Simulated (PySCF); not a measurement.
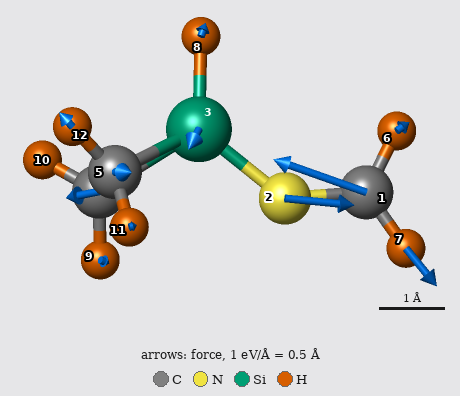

Starting geometry of C3H7NSi with the computed forces as blue arrows. A ball-and-stick model, seen at a tilt.

The start comes from GFN2-xTB. Its atoms were then displaced at random by about 0.01 Å.

Method: PBE0-D3(BJ)/def2-SVP geometry optimisation, gas phase (PySCF). 

> Is this structure relaxed? If not, where do the atoms go?

It isn't relaxed: the largest force vector, on a C atom, is 3.09 eV/Å. The final displacements have little in common with the starting forces (cosine between the two patterns 0.16). The atom that moves furthest after the best rigid fit is an H atom (0.28 Å). By element the largest moves are H 0.28 Å, N 0.18 Å, Si 0.18 Å, C 0.08 Å. Among the contacts that change: C–C 1.496 → 1.542 Å, C–H 1.062 → 1.106 Å, N–Si 1.706 → 1.739 Å, H–Si 1.464 → 1.490 Å. Among the angles between lasting bonds that change: N–Si–H 126.4° → 117.2°, C–N–Si 135.9° → 126.9°, N–Si–C 108.9° → 115.8°. Over 7 geometry steps the energy falls by 18.9 kJ/mol.
